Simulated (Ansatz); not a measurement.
# Zr3CdC: what a guessed cell relaxes into

Where does this trial cell of Zr3CdC go when cell and atoms are let free?

Program: Ansatz 0.2.0. Level of theory: DFT PBE, scalar-relativistic, plane waves, PAW. These are calculated values, not measurements.

2 further runs of the same task are left out: 1 that didn't finish, 1 set aside as unsound or not needed.

## (1) The system as given

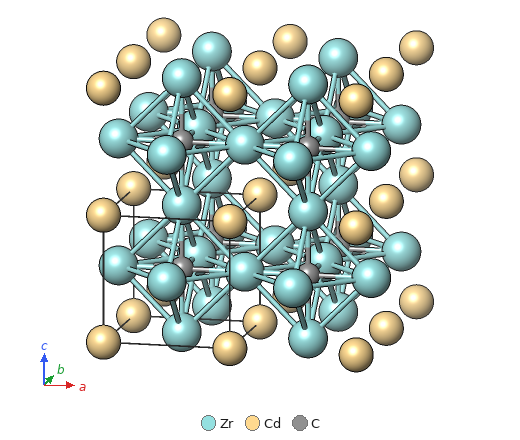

The starting structure, seen slightly off an axis (zirconium light teal, cadmium orange, carbon grey). 2×2×2 cells are drawn. Atoms on the faces are drawn again on the opposite ones.

As a file:

```xyz
5
Lattice="4.4053 0.0000 0.0000 0.0000 4.4053 0.0000 0.0000 0.0000 4.4053" Properties=species:S:1:pos:R:3 pbc="T T T"
Zr    0.0000    2.2027    2.2027
Zr    2.2027    0.0000    2.2027
Zr    2.2027    2.2027    0.0000
Cd    0.0000    0.0000    0.0000
C     2.2027    2.2027    2.2027
```

A structure generator made this guess: species swapped into a database cell of TbBRh3 (Pm-3m, No. 221), with Cd on the Tb sites, C on the B sites and Zr on the Rh sites. Lengths come from tabulated atomic sizes and are only a guess.

## (2) Probe: one point on a coarse mesh

File input.yaml:

```yaml
crystal:
  lattice:
    - [4.40533623, 0.0, 0.0]
    - [0.0, 4.40533623, 0.0]
    - [0.0, 0.0, 4.40533623]
  atoms:
    - { symbol: Zr, position: [0.0, 0.5, 0.5] }
    - { symbol: Zr, position: [0.5, 0.0, 0.5] }
    - { symbol: Zr, position: [0.5, 0.5, 0.0] }
    - { symbol: Cd, position: [0.0, 0.0, 0.0] }
    - { symbol: C, position: [0.5, 0.5, 0.5] }
basis:
  ecutwfc: 420
kpoints:
  mp_grid: { grid: [4, 4, 4] }
hamiltonian:
  xc: pbe
scf:
  occupations: { method: gaussian, width: 0.1 }
  lower_state_search: "off"
output:
  forces: true
  stress: true
  eigenvalues: true
```

Run with:

```sh
ansatz run input.yaml --threads 1 --pin off --max-ram 2048MiB --backend cpu --events-out ev --progress --plain --runs-dir out
```

Log, cut to the lines that bear on the results:

```text
Warning: RAYON_NUM_THREADS=1 ignored (pool sized by the plan → 1); use --threads N
[...]
Pseudopotentials: kind: paw
Pseudopotential: Zr, paw, valence charge 12, recommended cutoff 420 eV (normal), Zr.paw.azcp
Pseudopotential: Cd, paw, valence charge 20, recommended cutoff 420 eV (normal), Cd.paw.azcp
Pseudopotential: C, paw, valence charge 4, recommended cutoff 420 eV (normal), C.paw.azcp
Functional definition: PBE
[...]
Crystal: 5 atoms, lattice volume = 85.494 Å³
Basis set: ecut = 420 eV, 1743 PW (Γ), exchange–correlation on 60×60×60 points (8 copies of the dense FFT grid, shifted against one another)
Bands: 36, of which v1, the nominal top of the filled ones, is band 30 counted from 1 (29 counted from 0)
Symmetry: 48 space group operations
Space group: Pm-3m (ITA 221), of the structure as read, at distance tolerance 4.4e-5 Å
k-points: 10 of 64
[...]
SCF iter   1: F=—  HF=-21058.690740 eV  |F-HF|=—  |Δ(HF+E_count)|=         —  Δρ=5.32e-3  dr2=2.87e-2  ethr=1.77e-3  ⟨swp⟩=5.2  Hψ=1165  notcnv=0
[...]
SCF iter   7: F=-21058.686115 eV  HF=-21058.686115 eV  |F-HF|=3.65e-9  |Δ(HF+E_count)|=   6.02e-8  Δρ=3.65e-6  dr2=5.08e-9  ethr=1.67e-10  ⟨swp⟩=7.0  Hψ=1244  notcnv=0
[...]
SCF converged after 7 iterations
Free energy (F): -21058.686115 eV
[...]
E sigma→0 (E₀):  -21058.680761 eV
Entropy (-TS):   -0.010710 eV (-2.142 meV/atom)
Fermi energy:    15.884142 eV
[...]
--- Forces (eV/Å), atoms counted from 1 ---
  atom   1  Zr     0.00000000     0.00000000     0.00000000
  atom   2  Zr     0.00000000    -0.00000000     0.00000000
  atom   3  Zr     0.00000000     0.00000000     0.00000000
  atom   4  Cd    -0.00000000     0.00000000    -0.00000000
  atom   5  C      0.00000000    -0.00000000     0.00000000
[...]
--- Stress (GPa, compression-positive) ---
       18.020609      -0.000000       0.000000
        0.000000      18.020609       0.000000
        0.000000       0.000000      18.020609
  P = ⅓ Tr σ = 18.0206 GPa (180.206 kbar)
--- Band table (eV; the first three rows and the last of 10) ---
[...]
```

It took 2.6 s on 1 thread of Arm Neoverse V2, shared host; peak memory 0.34 GiB.

From the probe: pressure 18.0 GPa, largest force 0.00 eV/Å, gap on this mesh none (metal). A guess like this is first relaxed loosely on the coarse mesh.

## (3) A loose first relaxation

input.yaml, as its differences from that of step 2:

```diff
@@ -24 +24,6 @@
   eigenvalues: true
+relax:
+  adjacent_minimum: "off"
+  f_tol: 0.04
+  max_steps: 70
+  cell: { stress_tol: 0.4 }
```

Run with:

```sh
ansatz run input.yaml --threads 1 --pin off --max-ram 2048MiB --backend cpu --events-out ev --progress --plain --runs-dir out
```

Log:

```text
Warning: RAYON_NUM_THREADS=1 ignored (pool sized by the plan → 1); use --threads N
Engine: ansatz 0.2.0, aarch64-unknown-linux-gnu
[... 5 set-up lines as earlier in the session ...]
  parameter kappa = 0.804
  parameter beta = 0.06672455060314922
  exchange = pbe_x(kappa = kappa, mu = beta*pi^2/3)
  correlation = pbe_c(beta = beta)
Crystal: 5 atoms, lattice volume = 85.494 Å³
Basis set: ecut = 420 eV, 1743 PW (Γ), exchange–correlation on 60×60×60 points (8 copies of the dense FFT grid, shifted against one another)
Bands: 36, of which v1, the nominal top of the filled ones, is band 30 counted from 1 (29 counted from 0)
[... 2 set-up lines as earlier in the session ...]
k-points: 10 of 64
Non-local potential: Zr, projectors of the file, l = 0: 3, l = 1: 2, l = 2: 2, l = 3: 2
Non-local potential: Cd, projectors of the file, l = 0: 3, l = 1: 2, l = 2: 2, l = 3: 1
Non-local potential: C, projectors of the file, l = 0: 2, l = 1: 2, l = 2: 1
PAW form: soft (Blöchl's): semilocal exchange-correlation on the pseudo side does not see the compensation charge
PAW one-centre angular grid: Zr, 590 points (default); XC on 64 Gauss nodes
PAW one-centre angular grid: Cd, 590 points (default); XC on 64 Gauss nodes
PAW one-centre angular grid: C, 110 points (default); XC on 64 Gauss nodes
Initial density: superposition of atomic densities (neutral atoms: chi_scale 0, normalization atom), corrected by the library's trained network
Initial wavefunctions: pseudopotential atomic-orbital guess
Functional: x = pbe(κ = 0.804, μ = 0.2195149727645171), c = pbe(β = 0.06672455060314922)
SCF iter   1: F=—  HF=-21058.690740 eV  |F-HF|=—  |Δ(HF+E_count)|=         —  Δρ=5.32e-3  dr2=2.87e-2  ethr=1.77e-3  ⟨swp⟩=5.2  Hψ=1165  notcnv=0
preconditioner: auto → Resta (q_TF=auto, 2.572 Å⁻¹)  ε∞=4.1  [insulator: Δε(μ)=0.145 eV  Ē_g=15.356 eV  σ=0.100 eV  W_gap=0.68  n_scr=26 (ndim 8)  ℏωp=27.2 eV  f_vac=0.000  D(μ)=2.48/eV (n_scr^D=18)  ε∞_Penn≈4.1]
SCF iter   2: F=—  HF=-21058.687151 eV  |F-HF|=—  |Δ(HF+E_count)|=   3.59e-3  Δρ=3.09e-3  dr2=8.35e-3  ethr=4.79e-5  ⟨swp⟩=1.8  Hψ=495  notcnv=0
SCF iter   3: F=—  HF=-21058.686166 eV  |F-HF|=—  |Δ(HF+E_count)|=   9.85e-4  Δρ=1.15e-3  dr2=1.58e-3  ethr=1.39e-5  ⟨swp⟩=2.0  Hψ=478  notcnv=0
SCF iter   4: F=—  HF=-21058.685859 eV  |F-HF|=—  |Δ(HF+E_count)|=   3.07e-4  Δρ=2.19e-4  dr2=4.06e-5  ethr=2.63e-6  ⟨swp⟩=2.0  Hψ=473  notcnv=0
SCF iter   5: F=—  HF=-21058.686116 eV  |F-HF|=—  |Δ(HF+E_count)|=   2.57e-4  Δρ=6.20e-5  dr2=2.60e-6  ethr=6.77e-8  ⟨swp⟩=2.1  Hψ=468  notcnv=0
SCF iter   6: F=—  HF=-21058.686115 eV  |F-HF|=—  |Δ(HF+E_count)|=   2.04e-7  Δρ=2.42e-5  dr2=3.62e-7  ethr=4.34e-9  ⟨swp⟩=2.0  Hψ=635  notcnv=0
SCF iter   7: F=-21058.686115 eV  HF=-21058.686115 eV  |F-HF|=3.65e-9  |Δ(HF+E_count)|=   6.02e-8  Δρ=3.65e-6  dr2=5.08e-9  ethr=1.67e-10  ⟨swp⟩=7.0  Hψ=1244  notcnv=0
SCF 1 converged in 7 iterations: F = -21058.686115 eV  dr2 = 5.08e-9
relax step   1: F+E_penalty+E_count = -21058.68611538 eV  Δ(F+E_penalty+E_count) = +0.000e0 eV  max|allowed force component| = 2.877e-29 eV/Å  Δτ_max = 0.0000 Å  P = +18.021 GPa  Ω = 85.494 Å³  (7 SCF iters, dr2 threshold 1.00e-7 eV, accepted)
Crystal: 5 atoms, lattice volume = 98.617 Å³
Basis set: ecut = 420 eV, 1935 PW (Γ), exchange–correlation on 60×60×60 points (8 copies of the dense FFT grid, shifted against one another)
Initial density: handed on by an earlier stage of this run
Initial wavefunctions: those handed on with the density
iter 1 solved again at ethr=2.54e-3 eV; its pass at ethr=3.10e-3 eV (dr2=1.52e0 eV) is discarded
SCF iter   1: F=—  HF=-21059.505373 eV  |F-HF|=—  |Δ(HF+E_count)|=         —  Δρ=2.58e-2  dr2=1.56e0  ethr=2.54e-3  ⟨swp⟩=1.0  Hψ=1777  notcnv=0
preconditioner: auto → Resta (q_TF=auto, 2.511 Å⁻¹)  ε∞=9.7  [insulator: Δε(μ)=0.121 eV  Ē_g=6.719 eV  σ=0.100 eV  W_gap=0.57  n_scr=26 (ndim 8)  ℏωp=19.8 eV  f_vac=0.000  D(μ)=3.30/eV (n_scr^D=26)  ε∞_Penn≈9.7]
SCF iter   2: F=—  HF=-21059.189749 eV  |F-HF|=—  |Δ(HF+E_count)|=   3.16e-1  Δρ=5.74e-3  dr2=1.17e-1  ethr=2.54e-3  ⟨swp⟩=2.0  Hψ=550  notcnv=0
SCF iter   3: F=—  HF=-21059.160485 eV  |F-HF|=—  |Δ(HF+E_count)|=   2.93e-2  Δρ=3.14e-3  dr2=2.55e-2  ethr=1.94e-4  ⟨swp⟩=1.6  Hψ=449  notcnv=0  defer=1
SCF iter   4: F=—  HF=-21059.152607 eV  |F-HF|=—  |Δ(HF+E_count)|=   7.88e-3  Δρ=4.51e-4  dr2=2.03e-4  ethr=4.25e-5  ⟨swp⟩=2.0  Hψ=428  notcnv=0  defer=1
SCF iter   5: F=—  HF=-21059.152967 eV  |F-HF|=—  |Δ(HF+E_count)|=   3.60e-4  Δρ=2.36e-4  dr2=4.53e-5  ethr=3.39e-7  ⟨swp⟩=2.0  Hψ=643  notcnv=0  defer=2
SCF iter   6: F=—  HF=-21059.152956 eV  |F-HF|=—  |Δ(HF+E_count)|=   1.07e-5  Δρ=6.68e-5  dr2=4.58e-6  ethr=7.55e-8  ⟨swp⟩=2.1  Hψ=611  notcnv=0  defer=2
SCF iter   7: F=—  HF=-21059.152955 eV  |F-HF|=—  |Δ(HF+E_count)|=   5.70e-7  Δρ=1.74e-5  dr2=5.18e-7  ethr=8.33e-10  ⟨swp⟩=9.0  Hψ=1524  notcnv=0
SCF iter   8: F=-21059.152955 eV  HF=-21059.152955 eV  |F-HF|=3.30e-9  |Δ(HF+E_count)|=   1.37e-7  Δρ=2.89e-6  dr2=9.92e-9  ethr=8.33e-10  ⟨swp⟩=4.2  Hψ=1003  notcnv=0
SCF 2 converged in 8 iterations: F = -21059.152955 eV  dr2 = 9.92e-9
relax step   2: F+E_penalty+E_count = -21059.15295534 eV  Δ(F+E_penalty+E_count) = -4.668e-1 eV  max|allowed force component| = 8.467e-30 eV/Å  Δτ_max = 0.0000 Å  P = -3.951 GPa  Ω = 98.617 Å³  energy of the carried Pulay correction = -6.868e-3 eV  (8 SCF iters, dr2 threshold 5.00e-7 eV, accepted)
Crystal: 5 atoms, lattice volume = 95.969 Å³
Basis set: ecut = 420 eV, 1863 PW (Γ), exchange–correlation on 60×60×60 points (8 copies of the dense FFT grid, shifted against one another)
iter 1 solved again at ethr=7.24e-5 eV; its pass at ethr=3.10e-3 eV (dr2=4.34e-2 eV) is discarded
SCF iter   1: F=—  HF=-21059.202219 eV  |F-HF|=—  |Δ(HF+E_count)|=         —  Δρ=4.41e-3  dr2=4.46e-2  ethr=7.24e-5  ⟨swp⟩=1.0  Hψ=1637  notcnv=0
preconditioner: auto → Resta (q_TF=auto, 2.523 Å⁻¹)  ε∞=10.5  [insulator: Δε(μ)=0.336 eV  Ē_g=6.506 eV  σ=0.100 eV  W_gap=0.54  n_scr=26 (ndim 8)  ℏωp=20.1 eV  f_vac=0.000  D(μ)=3.08/eV (n_scr^D=26)  ε∞_Penn≈10.5]
SCF iter   2: F=—  HF=-21059.193267 eV  |F-HF|=—  |Δ(HF+E_count)|=   8.95e-3  Δρ=9.59e-4  dr2=3.15e-3  ethr=7.24e-5  ⟨swp⟩=2.0  Hψ=480  notcnv=0
SCF iter   3: F=—  HF=-21059.192543 eV  |F-HF|=—  |Δ(HF+E_count)|=   7.24e-4  Δρ=4.85e-4  dr2=4.69e-4  ethr=5.26e-6  ⟨swp⟩=2.0  Hψ=431  notcnv=0
SCF iter   4: F=—  HF=-21059.192815 eV  |F-HF|=—  |Δ(HF+E_count)|=   2.71e-4  Δρ=8.62e-5  dr2=7.24e-6  ethr=7.81e-7  ⟨swp⟩=2.0  Hψ=433  notcnv=0
SCF iter   5: F=—  HF=-21059.192813 eV  |F-HF|=—  |Δ(HF+E_count)|=   1.53e-6  Δρ=4.17e-5  dr2=1.13e-6  ethr=8.33e-10  ⟨swp⟩=6.9  Hψ=1545  notcnv=0
SCF iter   6: F=-21059.192813 eV  HF=-21059.192813 eV  |F-HF|=7.61e-9  |Δ(HF+E_count)|=   2.44e-7  Δρ=7.87e-6  dr2=3.53e-8  ethr=8.33e-10  ⟨swp⟩=4.6  Hψ=1201  notcnv=0
SCF 3 converged in 6 iterations: F = -21059.192813 eV  dr2 = 3.53e-8
relax step   3: F+E_penalty+E_count = -21059.19281278 eV  Δ(F+E_penalty+E_count) = -3.986e-2 eV  max|allowed force component| = 3.734e-30 eV/Å  Δτ_max = 0.0000 Å  P = -0.639 GPa  Ω = 95.969 Å³  energy of the carried Pulay correction = -5.562e-3 eV  (6 SCF iters, dr2 threshold 5.00e-7 eV, accepted)
Crystal: 5 atoms, lattice volume = 95.475 Å³
iter 1 solved again at ethr=3.01e-6 eV; its pass at ethr=3.10e-3 eV (dr2=1.81e-3 eV) is discarded
SCF iter   1: F=—  HF=-21059.193971 eV  |F-HF|=—  |Δ(HF+E_count)|=         —  Δρ=8.51e-4  dr2=1.68e-3  ethr=3.01e-6  ⟨swp⟩=1.9  Hψ=1344  notcnv=0
preconditioner: auto → Resta (q_TF=auto, 2.525 Å⁻¹)  ε∞=10.4  [insulator: Δε(μ)=0.362 eV  Ē_g=6.557 eV  σ=0.100 eV  W_gap=0.71  n_scr=26 (ndim 8)  ℏωp=20.1 eV  f_vac=0.000  D(μ)=3.28/eV (n_scr^D=26)  ε∞_Penn≈10.4]
SCF iter   2: F=—  HF=-21059.193633 eV  |F-HF|=—  |Δ(HF+E_count)|=   3.38e-4  Δρ=1.89e-4  dr2=1.27e-4  ethr=2.79e-6  ⟨swp⟩=2.0  Hψ=480  notcnv=0
SCF iter   3: F=—  HF=-21059.194008 eV  |F-HF|=—  |Δ(HF+E_count)|=   3.75e-4  Δρ=9.38e-5  dr2=1.73e-5  ethr=2.12e-7  ⟨swp⟩=2.0  Hψ=431  notcnv=0
SCF iter   4: F=-21059.194003 eV  HF=-21059.194003 eV  |F-HF|=1.46e-7  |Δ(HF+E_count)|=   5.02e-6  Δρ=1.75e-5  dr2=2.94e-7  ethr=8.33e-10  ⟨swp⟩=3.8  Hψ=1482  notcnv=0
SCF 4 converged in 4 iterations: F = -21059.194003 eV  dr2 = 2.94e-7
relax step   4: F+E_penalty+E_count = -21059.19400278 eV  Δ(F+E_penalty+E_count) = -1.190e-3 eV  max|allowed force component| = 1.175e-29 eV/Å  Δτ_max = 0.0000 Å  P = +0.031 GPa  Ω = 95.475 Å³  energy of the carried Pulay correction = -5.314e-3 eV  (4 SCF iters, dr2 threshold 5.00e-7 eV, accepted)
Basis set: ecut = 420 eV, 1863 PW (Γ), exchange–correlation on 64×64×64 points (8 copies of the dense FFT grid, shifted against one another)
Initial wavefunctions: pseudopotential atomic-orbital guess (no wavefunctions were taken with the density)
iter 1 solved again at ethr=1.50e-7 eV; its pass at ethr=3.10e-3 eV (dr2=9.03e-5 eV) is discarded
SCF iter   1: F=—  HF=-21059.201097 eV  |F-HF|=—  |Δ(HF+E_count)|=         —  Δρ=3.02e-4  dr2=1.72e-5  ethr=1.50e-7  ⟨swp⟩=3.0  Hψ=2027  notcnv=0
preconditioner: auto → Resta (q_TF=auto, 2.525 Å⁻¹)  ε∞=10.4  [insulator: Δε(μ)=0.366 eV  Ē_g=6.565 eV  σ=0.100 eV  W_gap=0.75  n_scr=26 (ndim 8)  ℏωp=20.1 eV  f_vac=0.000  D(μ)=3.31/eV (n_scr^D=26)  ε∞_Penn≈10.4]
SCF iter   2: F=—  HF=-21059.201071 eV  |F-HF|=—  |Δ(HF+E_count)|=   2.66e-5  Δρ=1.54e-4  dr2=3.04e-6  ethr=2.87e-8  ⟨swp⟩=2.0  Hψ=482  notcnv=0
SCF iter   3: F=—  HF=-21059.201110 eV  |F-HF|=—  |Δ(HF+E_count)|=   3.90e-5  Δρ=4.33e-5  dr2=2.54e-7  ethr=5.06e-9  ⟨swp⟩=2.0  Hψ=473  notcnv=0
SCF iter   4: F=—  HF=-21059.201110 eV  |F-HF|=—  |Δ(HF+E_count)|=   6.45e-7  Δρ=2.51e-6  dr2=3.21e-9  ethr=4.23e-10  ⟨swp⟩=2.0  Hψ=481  notcnv=0
SCF iter   5: F=-21059.201110 eV  HF=-21059.201110 eV  |F-HF|=3.35e-10  |Δ(HF+E_count)|=   1.01e-9  Δρ=6.95e-7  dr2=4.77e-10  ethr=5.33e-12  ⟨swp⟩=4.0  Hψ=1115  notcnv=0
SCF 5 converged in 5 iterations: F = -21059.201110 eV  dr2 = 4.77e-10
relax step   5: F+E_penalty+E_count = -21059.20111048 eV  Δ(F+E_penalty+E_count) = -7.108e-3 eV  max|allowed force component| = 6.442e-30 eV/Å  Δτ_max = 0.0000 Å  P = +0.094 GPa  Ω = 95.475 Å³  stress off target by 9.41e-2 GPa  SCF on the basis re-selected at this cell (its energy is not comparable with the rows above)  (5 SCF iters)
basis re-selected at this cell: Δ(F+E_penalty+E_count) = -7.108e-3 eV, ΔP = +0.063 GPa vs the last step (what re-selecting the basis moved, of the pressure what is left beyond the Pulay correction that the steps carried, after the strain that the cell walked since its last selection, with what the two solves' SCF thresholds leave and, on support functions, any second-order correction that the steps lacked; it is no measure of the basis error at this ecutwfc). The dense FFT grid was sized anew with the basis: this SCF ran on 32×32×32 points, the steps before it on 30×30×30, so part of this shift can come from that change (see relax.cell in the input reference). This SCF's stress stands 9.41e-2 GPa from its target on what of the cell is left free (relax.cell.stress_tol is 4.00e-1 GPa) and its largest allowed force component is 6.44e-30 eV/Å (relax.f_tol is 4.00e-2 eV/Å): within both
SCF converged after 5 iterations
Free energy (F): -21059.201110 eV
Harris-Foulkes:  -21059.201110 eV  (|F-HF|=3.35e-10)
Internal energy: -21059.184555 eV  (E = F + TS)
E sigma→0 (E₀):  -21059.192833 eV
Entropy (-TS):   -0.016555 eV (-3.311 meV/atom)
Fermi energy:    13.981887 eV
--- Per-component energies (eV) ---
  E_band       = -653.408003
  E_kinetic    = 1592.223413
  E_local      = -5185.709400  (includes V_loc(G=0)·N_el)
  E_nonlocal   = 294.963882
  E_hartree    = 2141.600497
  E_xc         = -712.192311
  E_vxc        = -857.255952  (∫ρ·V_xc dr)
  E_paw        = -13040.017798  (= ΣΔE_a)
  E_vpaw       = -780.830297  (= ΣTr[D̂ρ^β])
  E_aug_tail   = 0.000092  (compensation charges beyond the density's cutoff)
  E_ewald      = -6150.052930
  E_smearing   = -0.016555  (= −TS)
  E_closure    = 0.000000  (closes the sum)
  Σ components = -21059.201110   (vs F -21059.201110, Δ=0.00e0)
--- Forces (eV/Å), atoms counted from 1 ---
  atom   1  Zr     0.00000000     0.00000000     0.00000000
  atom   2  Zr     0.00000000    -0.00000000     0.00000000
  atom   3  Zr     0.00000000    -0.00000000    -0.00000000
  atom   4  Cd     0.00000000    -0.00000000     0.00000000
  atom   5  C      0.00000000     0.00000000     0.00000000
  max |Σ_I F_I| component: 7.89e-30 eV/Å
--- Stress (GPa, compression-positive) ---
        0.094139       0.000000      -0.000000
        0.000000       0.094139       0.000000
       -0.000000       0.000000       0.094139
  P = ⅓ Tr σ = 0.0941 GPa (0.941 kbar)
--- Band table (eV; the first three rows and the last of 10) ---
  k-point 0: bands = ["-88.1532", "-49.1825", "-49.1825", "-49.1825", "-34.7558", "-34.6228", "-34.6228", "-13.0762", "-13.0762", "-13.0762", "-12.7062", "-12.7062", "-12.7062", "-12.4470", "-12.4470", "-12.4470", "2.8325", "5.8638", "5.8638", "5.9052", "5.9052", "5.9052", "8.1472", "12.7461", "12.7461", "12.7461", "12.9198", "12.9198", "13.0436", "13.0436", "13.0436", "16.5240", "16.5240", "16.5240", "16.9084", "16.9084"]
  k-point 1: bands = ["-88.1532", "-49.1826", "-49.1825", "-49.1825", "-34.7389", "-34.6397", "-34.6226", "-13.0271", "-13.0271", "-12.9999", "-12.7249", "-12.7249", "-12.7128", "-12.5526", "-12.4816", "-12.4816", "3.2274", "5.8980", "5.9139", "5.9265", "5.9379", "5.9379", "8.6158", "11.4495", "12.3480", "12.3480", "12.4749", "12.8495", "13.1995", "13.1995", "13.4324", "15.3988", "15.9843", "15.9843", "16.1463", "17.4400"]
  k-point 2: bands = ["-88.1532", "-49.1826", "-49.1825", "-49.1825", "-34.7115", "-34.6672", "-34.6224", "-12.9598", "-12.9598", "-12.8327", "-12.7620", "-12.7620", "-12.7489", "-12.7193", "-12.5160", "-12.5160", "3.7057", "5.9225", "5.9316", "5.9714", "5.9714", "5.9891", "9.2431", "10.8101", "10.9048", "12.1550", "12.1550", "12.9709", "13.0600", "13.0600", "14.3004", "15.1021", "15.7800", "16.2776", "16.2776", "16.4803"]
  k-point 9: bands = ["-88.1532", "-49.1826", "-49.1826", "-49.1826", "-34.6664", "-34.6664", "-34.6664", "-13.3897", "-13.0247", "-13.0247", "-13.0247", "-12.5097", "-12.5097", "-12.5097", "-12.3967", "-12.3967", "5.6034", "5.8572", "5.8572", "5.8572", "6.0448", "6.0448", "9.2713", "9.2713", "9.2713", "9.6482", "13.9342", "13.9342", "13.9342", "14.8051", "14.8051", "14.8051", "14.8637", "14.8637", "14.8637", "17.1722"]
--- Relaxed structure (4 steps of the walk, 4 accepted, 1 SCFs on fresh bases) ---
  F+E_penalty+E_count = -21059.20111048 eV   max|allowed force component| = 6.442e-30 eV/Å   (the final SCF, on the basis selected at the relaxed cell)
  cell:  # Å, volume = 95.4752 Å³
    - [4.570497264969017, 1.781485198558193e-33, 3.402476235084116e-33]
    - [2.423461846687272e-33, 4.570497264969017, 0.0]
    - [3.402476235084116e-33, 0.0, 4.570497264969017]
  atoms:
    - { symbol: Zr, position: [1.4823173253388242e-35, 0.5, 0.5] }
    - { symbol: Zr, position: [0.5, -1.2978815290828099e-36, 0.5] }
    - { symbol: Zr, position: [0.5, 0.5, 8.197146499588587e-37] }
    - { symbol: Cd, position: [-2.935033843881198e-35, 8.037757539881611e-36, 3.643176222026663e-37] }
    - { symbol: C, position: [0.5, 0.5, 0.5] }
```

It took 9 s on 1 thread of Arm Neoverse V2, shared host; peak memory 0.37 GiB.

Step by step:

```csv
step,E - E(step 1) (eV/cell),largest force component (eV/Å),pressure (GPa),volume (Å³)
1,0.0000,0.0000,18.02,85.49
2,-0.4668,0.0000,-3.95,98.62
3,-0.5067,0.0000,-0.64,95.97
4,-0.5079,0.0000,0.03,95.48
5,-0.5150,0.0000,0.09,95.48
```

Step 1 is the start. Step 5 repeats the geometry before it on a plane-wave basis chosen anew for that cell, so its energy need not be comparable with the rows above.

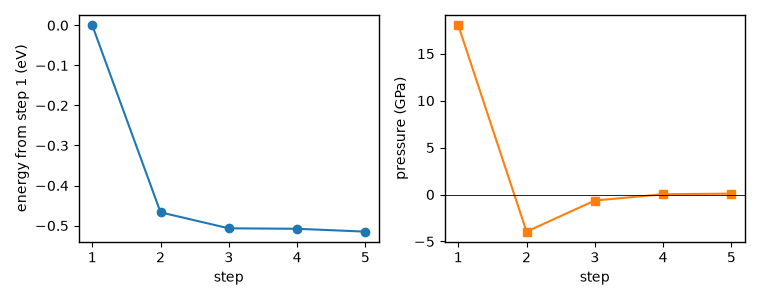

Energy and pressure along the relaxation.

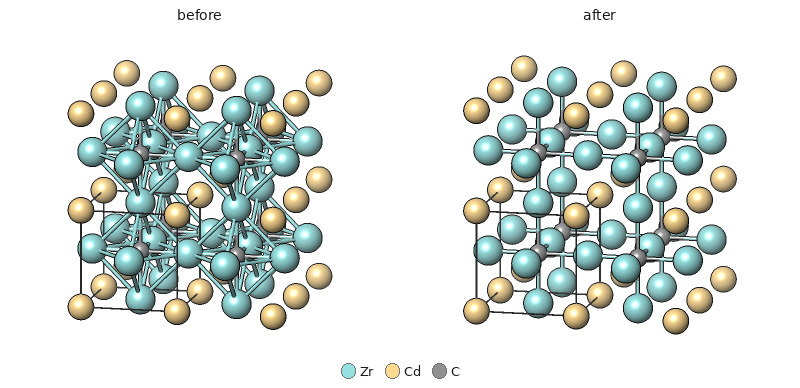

The structure before (left) and after (right) the relaxation, drawn at the same scale.

|  | before | after | change |
| --- | --- | --- | --- |
| a (Å) | 4.405 | 4.570 | +3.7 % |
| b (Å) | 4.405 | 4.570 | +3.7 % |
| c (Å) | 4.405 | 4.570 | +3.7 % |
| volume (Å³/atom) | 17.10 | 19.10 | +11.7 % |
| shortest distance (Å) | 2.203 | 2.285 | +3.7 % |
| space group (0.01 Å) | Pm-3m | Pm-3m | same |

Forces and stress were held to the start's 48 operations: a distortion of lower symmetry was not tested.

(Part 1 of 2 ends here.)
